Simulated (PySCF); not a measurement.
## GeH3O3: frequency calculation

GeH3O3, multiplicity 2, computed with UKS-based PBE0, Ge def2-TZVP, O def2-TZVP, H def2-TZVP; non-relativistic Hamiltonian; density fitting (PySCF 2.14.0).

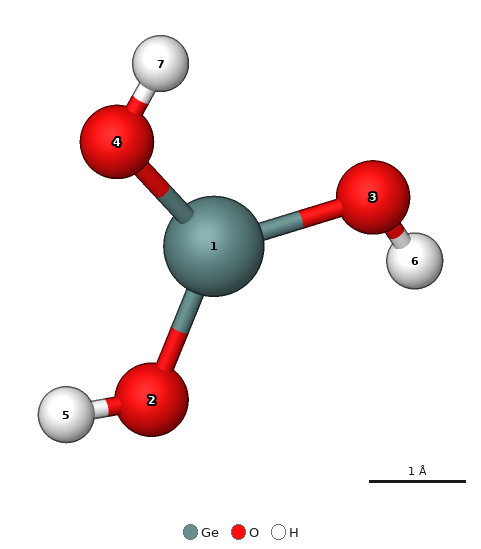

The structure as given in the input (ball-and-stick view, seen at a tilt; atoms are numbered from 1 in the order of the input). Sticks mark near contacts.

**The input**
```python
from pyscf import gto, scf, dft
mol = gto.M(atom='''
Ge     0.000000     0.000000     0.000000
O      1.815836     0.116180     0.000000
O     -1.008533     1.514471     0.000000
O     -0.807303    -1.630650     0.000000
H      2.236171    -0.754510     0.000000
H     -0.464661     2.313836     0.000000
H     -1.771510    -1.559326     0.000000''',
    basis={'Ge': 'def2-TZVP', 'O': 'def2-TZVP', 'H': 'def2-TZVP'},
    charge=0, spin=1)
mf = dft.UKS(mol, xc='PBE0')
mf.grids.atom_grid = (75, 302)
aux = {'Ge': 'def2-universal-JKFIT', 'O': 'def2-universal-JKFIT', 'H': 'def2-universal-JKFIT'}
mf = mf.density_fit(auxbasis=aux)
mf.conv_tol = 1e-09
mf.diis_space = 10
mf.max_cycle = 60
mf.verbose = 4
mf.kernel()
```

The script is an equivalent of the set-up of the self-consistent field. The run itself was carried out by a driver, which started from the orbitals of the step before it where there was one and computed the further properties.

Command:
```bash
OMP_NUM_THREADS=4 python axn.py task.json out
```

**What the program printed**
```
init E= -2304.08086074719
  alpha nocc = 30  HOMO = -0.17439734343931  LUMO = -0.0272490589005017
  beta  nocc = 29  HOMO = -0.341395538422477  LUMO = -0.0736896754339469
  HOMO = -0.174397343439  LUMO = -0.0736896754339  gap/eV = 2.74040
cycle= 1 E= -2304.08086074716  delta_E= 2.73e-11  |g|= 1.23e-05  |ddm|= 1.08e-05
  alpha nocc = 30  HOMO = -0.174398295723229  LUMO = -0.027249693524638
  beta  nocc = 29  HOMO = -0.34139678854718  LUMO = -0.0736905954364317
  HOMO = -0.174398295723  LUMO = -0.0736905954364  gap/eV = 2.74040
cycle= 2 E= -2304.08086074701  delta_E= 1.56e-10  |g|= 2.31e-05  |ddm|= 1.93e-05
  alpha nocc = 30  HOMO = -0.174397845541712  LUMO = -0.0272494310664158
  beta  nocc = 29  HOMO = -0.341396983037733  LUMO = -0.073690173395967
  HOMO = -0.174397845542  LUMO = -0.073690173396  gap/eV = 2.74040
cycle= 3 E= -2304.08086074721  delta_E= -1.97e-10  |g|= 2.39e-06  |ddm|= 1.34e-05
  alpha nocc = 30  HOMO = -0.174397733502694  LUMO = -0.0272493483204315
  beta  nocc = 29  HOMO = -0.341396995978171  LUMO = -0.073690071246169
  HOMO = -0.174397733503  LUMO = -0.0736900712462  gap/eV = 2.74040
cycle= 4 E= -2304.0808607472  delta_E= 1.82e-12  |g|= 1.61e-07  |ddm|= 1.24e-06
  alpha nocc = 30  HOMO = -0.174397757684524  LUMO = -0.0272493621201946
  beta  nocc = 29  HOMO = -0.341397043050838  LUMO = -0.0736900989949589
  HOMO = -0.174397757685  LUMO = -0.073690098995  gap/eV = 2.74039
Extra cycle  E= -2304.08086074719  delta_E= 9.55e-12  |g|= 2.68e-07  |ddm|= 2.1e-07
converged SCF energy = -2304.08086074719  <S^2> = 0.75577864  2S+1 = 2.0057703
```

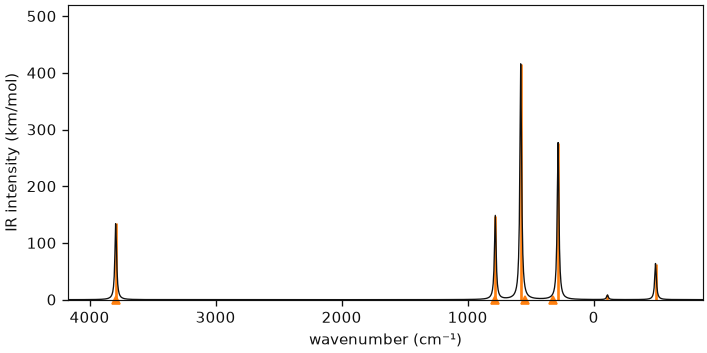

Harmonic infrared spectrum, unscaled: sticks (degenerate modes added up, dark ones marked on the axis) with a Lorentzian envelope of 16 cm⁻¹ full width, scaled to the tallest stick; imaginary modes are drawn at negative wavenumbers. 15 modes from 491i to 3794 cm⁻¹, 3 imaginary beyond 8i (491i, 109i, 109i cm⁻¹): not a minimum. The strongest line is at 579 cm⁻¹ (416 km/mol). All modes, in cm⁻¹ (km/mol): 491i (64), 109i (4.2), 109i (4.2), 283 (277), 326 (0.0), 326 (0.0), 547 (0.0), 579 (208), 579 (208), 781 (74), 781 (74), 783 (0.0), 3792 (68), 3792 (68), 3794 (0.0).

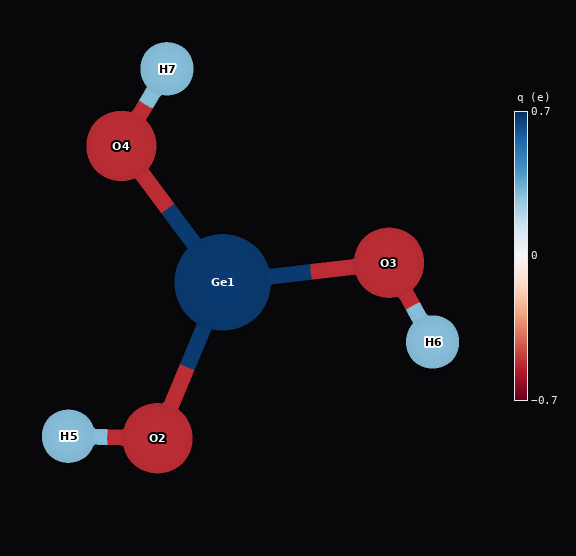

Mulliken charges, as the colour of each atom (ball-and-stick view, seen at a tilt; atoms are numbered from 1 in the order of the input). By element: Ge +0.67, O −0.52 and H +0.30 e.

**Results in brief**

```json
{"quantity": "outcome", "value": "converged"}
{"quantity": "total energy", "value": "−2304.080861 hartree"}
{"quantity": "⟨S²⟩", "value": "0.756"}
{"quantity": "zero-point energy", "value": "0.037276 hartree"}
{"quantity": "dipole moment", "value": "0.00 D"}
{"quantity": "wavenumbers, lowest and highest", "value": "491i and 3794 cm⁻¹"}
{"quantity": "hardware", "value": "4 threads of Arm Neoverse V1, 24 GiB of memory available, shared host"}
{"quantity": "wall time", "value": "1.8 min (CPU time 6 min)"}
{"quantity": "peak memory", "value": "2.2 GiB"}
```
